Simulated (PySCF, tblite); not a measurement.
# Mg9S9: electronic excitations

Aim: compute the electronic excitations of Mg9S9.

Computed with tblite 0.8.0 and PySCF 2.14.0 and routines of our own; the level stands in each step. Atoms count from 0.

### Step 1. The starting structure

18 atoms, charge 0, multiplicity 1; geometry from: force field, distance geometry or constructed start.

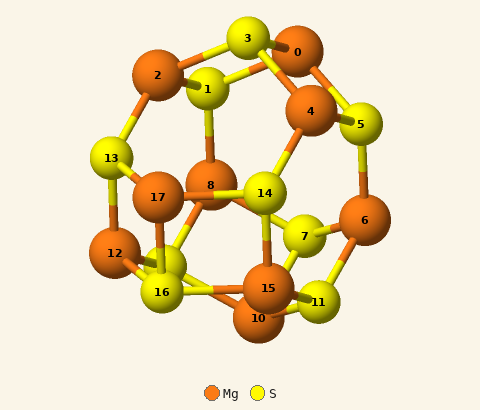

The starting geometry (magnesium orange, sulfur yellow); sticks join atoms by distance alone.

### Step 2. Geometry optimisation with GFN1-xTB

What the job is given:

```
{"job": {"kind": "relax", "xc": "GFN1-xTB", "basis": "xTB"}, "charge": 0, "multiplicity": 1}
Mg     0.006000     3.531400     0.313600
S     -2.045000     2.379300    -0.228700
Mg    -2.037000     1.389000     1.940200
S     -0.000000     2.559200     2.454600
Mg     2.041900     1.388800     1.942700
S      2.040000     2.374900    -0.224300
Mg     2.043000     0.985200    -2.177200
S      0.003800     0.856400    -3.441400
Mg    -2.039500     0.982600    -2.174500
S     -2.045700    -1.380200    -1.945300
Mg    -0.002500    -1.494800    -3.219500
S      2.039700    -1.382700    -1.946800
Mg    -2.046700    -2.373500     0.239700
S     -2.040700    -0.996000     2.165800
S      2.040000    -0.991500     2.168900
Mg     2.039900    -2.374800     0.241100
S     -0.000700    -3.406600     0.983100
Mg    -0.001800    -2.043000     2.901200
```

Run with:

```bash
$ OMP_NUM_THREADS=1 python large_run.py task.json out
```

The driver reads the jobs from task.json and runs them one after another.

The log of the run:

```text
step      E/eV     max force
  0   -1095.27959    0.842
  1   -1095.39666    0.817
  2   -1096.09375    1.008
  3   -1096.19681    0.679
  4   -1096.34067    0.416
  5   -1096.49512    0.165
  6   -1096.50968    0.133
  7   -1096.51512    0.109
  8   -1096.51741    0.101
  9   -1096.52137    0.079
 10   -1096.52480    0.081
 11   -1096.52639    0.074
 12   -1096.52701    0.059
 13   -1096.52769    0.047
 14   -1096.52850    0.046
 15   -1096.52920    0.055
 16   -1096.52960    0.050
 17   -1096.52987    0.039
 18   -1096.53020    0.027
 19   -1096.53055    0.037
 20   -1096.53077    0.032
 21   -1096.53090    0.030
 22   -1096.53103    0.025
 23   -1096.53121    0.028
 24   -1096.53141    0.032
 25   -1096.53156    0.029
 26   -1096.53169    0.027
 27   -1096.53184    0.027
 28   -1096.53201    0.027
 29   -1096.53214    0.025
 30   -1096.53221    0.018
```

It took 0.86 s on 1 thread of Arm Neoverse V1, shared host; peak memory 0.16 GiB.

Relaxation path:

| step | energy from step 0 (eV) | largest force (eV/Å) |
| --- | --- | --- |
| 0 | 0.0000 | 0.8425 |
| 1 | -0.1171 | 0.8169 |
| 2 | -0.8142 | 1.0082 |
| 3 | -0.9172 | 0.6792 |
| 4 | -1.0611 | 0.4166 |
| 5 | -1.2155 | 0.1647 |
| 6 | -1.2301 | 0.1327 |
| 7 | -1.2355 | 0.1095 |
| 8 | -1.2378 | 0.1004 |
| 9 | -1.2418 | 0.0795 |
| 11 | -1.2468 | 0.0746 |
| 12 | -1.2474 | 0.0583 |
| 14 | -1.2489 | 0.0467 |
| 16 | -1.2500 | 0.0503 |
| 17 | -1.2503 | 0.0383 |
| 19 | -1.2510 | 0.0377 |
| 21 | -1.2513 | 0.0303 |
| 22 | -1.2514 | 0.0253 |
| 24 | -1.2518 | 0.0326 |
| 26 | -1.2521 | 0.0275 |
| 27 | -1.2523 | 0.0269 |
| 28 | -1.2524 | 0.0272 |
| 29 | -1.2525 | 0.0255 |
| 30 | -1.2526 | 0.0184 |

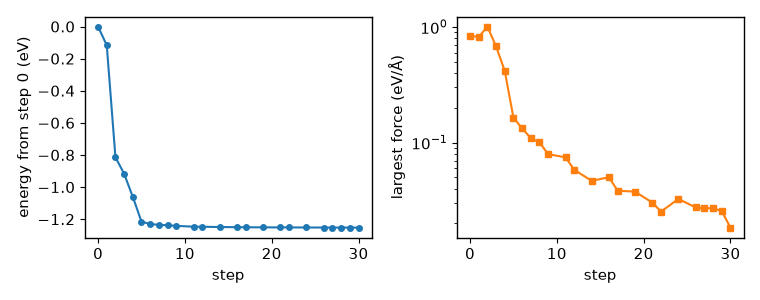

Energy and force, step by step.

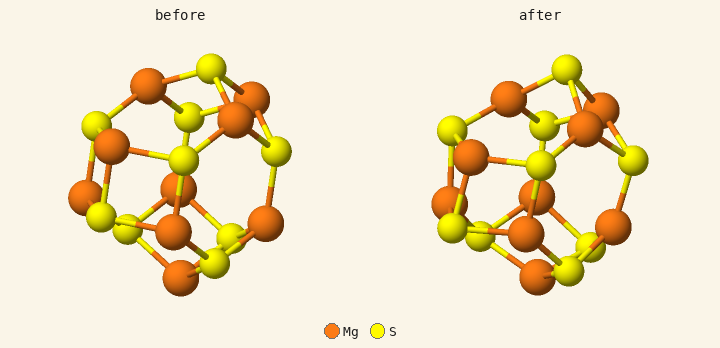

The geometry before (left) and after (right).

Distances of close pairs at the start and the end, largest changes first:

| bond | before (Å) | after (Å) | change (Å) |
| --- | --- | --- | --- |
| S11–Mg15 | 2.402 | 2.303 | -0.099 |
| S9–Mg12 | 2.400 | 2.304 | -0.096 |
| S5–Mg6 | 2.397 | 2.305 | -0.092 |
| Mg2–S13 | 2.396 | 2.305 | -0.090 |
| S1–Mg8 | 2.395 | 2.305 | -0.090 |
| Mg4–S14 | 2.391 | 2.307 | -0.084 |
| Mg0–S1 | 2.414 | 2.358 | -0.056 |
| S14–Mg17 | 2.411 | 2.358 | -0.053 |

The end geometry stands in the next job.

### Step 3. Infrared spectrum with GFN1-xTB

What the job is given:

```
{"job": {"kind": "ir", "xc": "GFN1-xTB", "basis": "xTB"}, "charge": 0, "multiplicity": 1}
Mg     0.001374     3.275930     0.359369
S     -2.075321     2.377178    -0.303761
Mg    -1.789824     1.330208     1.821323
S      0.000861     2.652313     2.633672
Mg     1.789660     1.328613     1.820894
S      2.077298     2.375144    -0.303269
Mg     1.789887     0.912827    -2.061249
S      0.000559     0.954645    -3.614583
Mg    -1.789503     0.914621    -2.062089
S     -2.077245    -1.449399    -1.906635
Mg    -0.000524    -1.326281    -3.017160
S      2.075581    -1.451984    -1.905618
Mg    -1.791311    -2.240460     0.238639
S     -2.077603    -0.924035     2.208668
S      2.075753    -0.926956     2.209304
Mg     1.788691    -2.242358     0.238370
S     -0.002230    -3.607469     0.980129
Mg    -0.001358    -1.948846     2.657102
```

The log of the run:

```text
mode    cm-1     km/mol
  1      58.8      0.00
  2      59.0      0.00
  3      68.7      2.40
  4      68.8      2.37
  5      72.5      0.00
  6      86.5      1.48
  7      86.5      1.62
  8      87.3      6.54
  9      90.6      0.00
 10      90.6      0.00
 11     113.7      0.00
 12     116.6      1.29
 13     116.8      1.53
 14     118.4      0.01
 15     118.5      0.00
 16     120.3      4.12
 17     145.3      0.00
 18     152.7      0.85
 19     168.1      8.00
 20     168.2      8.50
 21     184.1      0.00
 22     208.5      0.00
 23     209.2      0.24
 24     232.1     15.95
 25     232.1     15.84
 26     243.4      7.45
 27     243.9      7.37
 28     245.7      0.10
 29     251.0      0.01
 30     251.4      0.01
 31     270.3      8.41
 32     271.3      0.83
 33     271.9      0.38
 34     278.8      0.01
 35     296.5      3.33
 36     296.6      3.27
 37     338.3      0.02
 38     339.9      0.01
 39     340.2      0.01
 40     356.8    176.99
 41     357.0    178.82
 42     375.9    526.71
 43     383.8     11.12
 44     393.7      0.03
 45     394.4      0.03
 46     396.1      0.17
 47     423.3    446.13
 48     424.2    449.33
```

Wall time 2.8 s (1 thread of Arm Neoverse V1, shared host); peak memory 0.16 GiB.

The strongest bands and the atoms that carry them (share of the mass-weighted mode):

| cm⁻¹ | km/mol | atoms |
| --- | --- | --- |
| 232 | 15.9 | S11 17 %, S9 17 %, Mg10 13 % |
| 232 | 15.8 | S13 15 %, S14 15 %, Mg17 12 %, S3 11 % |
| 357 | 177.0 | Mg17 21 %, S16 19 % |
| 357 | 178.8 | S3 16 %, Mg10 16 %, Mg0 16 %, S7 13 % |
| 376 | 526.7 | Mg17 14 %, Mg10 14 %, Mg0 13 % |
| 384 | 11.1 |  |
| 423 | 446.1 | Mg2 19 %, Mg4 18 %, Mg8 12 %, Mg6 12 % |
| 424 | 449.3 | Mg15 21 %, Mg12 20 % |

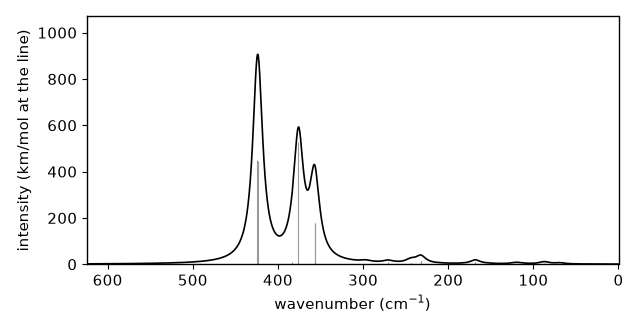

The infrared spectrum from these modes, unscaled. Lines are broadened to a width of 14 cm⁻¹ (Lorentzian).

### Step 4. Electronic excitations: TDDFT PBE0/6-31G*

Settings changed since step 3:

```diff
@@ -1,2 +1,2 @@
-{"job": {"kind": "ir", "xc": "GFN1-xTB", "basis": "xTB"}, "charge": 0, "multiplicity": 1}
+{"job": {"kind": "uv", "basis": "6-31G*", "grid": 1, "kgrid": 0, "vcut": 1.5, "nstates": 6, "ntriplets": 2, "tda": false, "delta": ["ip_vertical"], "pop": true, "xc": "PBE0"}, "charge": 0, "multiplicity": 1}
 Mg     0.001374     3.275930     0.359369
```

Level: TDDFT PBE0/6-31G*, vertical, gas phase, core orbitals frozen in the response, virtual orbitals cut by energy.

The log of the run:

```text
start: PBE on a coarse grid of 28143 points
cycle   1  E = -5382.6691699759  dE =  2.369e+00  |g| = 9.911e-01  |ddm| = 5.635e+00
cycle   2  E = -5382.1983971688  dE =  4.708e-01  |g| = 1.507e+00  |ddm| = 4.297e+00
cycle   3  E = -5383.0493973882  dE = -8.510e-01  |g| = 6.022e-02  |ddm| = 2.728e+00
cycle   4  E = -5383.0492530208  dE =  1.444e-04  |g| = 6.489e-02  |ddm| = 2.134e-01
cycle   5  E = -5383.0508013961  dE = -1.548e-03  |g| = 1.085e-02  |ddm| = 1.217e-01
cycle   6  E = -5383.0508361486  dE = -3.475e-05  |g| = 5.718e-03  |ddm| = 2.670e-02
final grid: 106432 points
cycle   7  E = -5383.1455371497  dE = -8.719e-03  |g| = 4.116e-02  |ddm| = 5.417e-01
cycle   8  E = -5383.1455735398  dE = -3.639e-05  |g| = 3.752e-02  |ddm| = 1.296e-01
cycle   9  E = -5383.1460471658  dE = -4.736e-04  |g| = 7.678e-03  |ddm| = 6.594e-02
cycle  10  E = -5383.1460637866  dE = -1.662e-05  |g| = 2.358e-03  |ddm| = 1.470e-02
cycle  11  E = -5383.1460696617  dE = -5.875e-06  |g| = 1.908e-04  |ddm| = 4.167e-03
cycle  12  E = -5383.1460638434  dE =  5.818e-06  |g| = 8.069e-05  |ddm| = 5.888e-04
converged SCF energy = -5383.1460638434
Vertical ionisation energy (delta-SCF) = 8.1323 eV   <S^2> = 0.755

Static polarisability (au): isotropic 329.596, principal 310.133 339.314 339.340

Singlet excitations
state   eV       nm        f      main configurations
  1   4.1961    295.5   0.00006   H->L 0.92
  2   4.2446    292.1   0.01416   H-1->L 0.90
  3   4.2482    291.9   0.01400   H-2->L 0.90
  4   4.3027    288.2   0.00001   H-3->L 0.93
  5   4.3055    288.0   0.00000   H-4->L 0.93
  6   4.4788    276.8   0.00001   H-5->L 0.93

Triplet excitations (Tamm-Dancoff, eV): 4.1032 4.1436
```

It took 6.8 min on 1 thread of Arm Neoverse V1, shared host; peak memory 0.91 GiB.

The orbitals next to the gap, with their largest atomic shares:

| orbital | eV | atoms |
| --- | --- | --- |
| HOMO−4 | -7.08 | S5 22 %, S1 21 %, S11 19 % |
| HOMO−3 | -7.07 | S13 27 %, S14 27 %, S11 8 % |
| HOMO−2 | -7.01 | S3 23 %, S7 23 %, S9 11 % |
| HOMO−1 | -7.00 | S16 27 %, S7 10 %, S14 10 % |
| HOMO | -6.96 | S16 22 %, S3 17 %, S7 16 % |
| LUMO | -1.92 | Mg0 15 %, Mg10 15 %, Mg17 15 % |
| LUMO+1 | -1.20 | Mg0 37 %, Mg10 31 % |
| LUMO+2 | -1.20 | Mg17 45 %, Mg10 14 %, Mg0 9 % |
| LUMO+3 | -0.81 | Mg0 11 %, Mg10 11 %, Mg17 11 % |

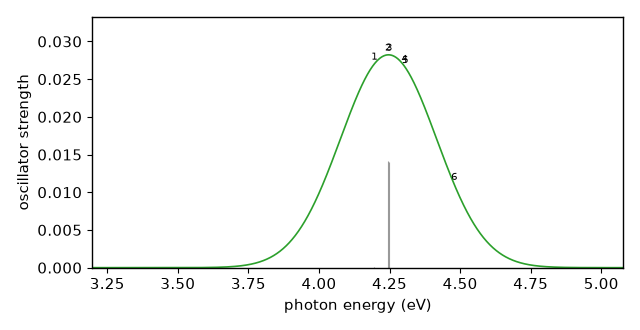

Absorption spectrum from the 6 singlet states computed; above the last one it falls off for lack of states. Lines are broadened to a width of 0.40 eV (Gaussian).

Ground-state properties from the same run:

| property | computed |
| --- | --- |
| dipole moment (D) | 0.03 |
| polarisability (Å³) | 48.84 |
| HOMO–LUMO gap (eV) | 5.03 |
| −ε(HOMO) (eV) | 6.96 |

### Step 5. Outcome

| quantity | value |
| --- | --- |
| strongest single infrared mode (GFN1-xTB) | 376 cm⁻¹, 527 km/mol |
| zero-point energy (GFN1-xTB) | 15.2 kcal/mol |
| lowest singlet (PBE0/6-31G*) | 4.20 eV (295 nm), f = 0.000 |
| brightest single state of those computed | state 2, 4.24 eV, f = 0.014 |
| lowest triplet | 4.10 eV |

**Reading.** All 48 modes are real, so the xTB geometry is a minimum. The strongest single mode, at 376 cm⁻¹, has its largest shares on Mg17, Mg10 and Mg0 (the list is cut at 3 atoms). Unscaled tight-binding wavenumbers are off by several per cent, some by more. Its intensities can rank the bands wrongly. The first singlet state (HOMO→LUMO 0.92) lies at 4.20 eV and is dark; of the 6 states computed, the strongest absorption comes from states 2 to 3 together at 4.24 eV. The lowest triplet lies 0.09 eV below the lowest singlet (triplets in Tamm-Dancoff, singlets in full TDDFT).
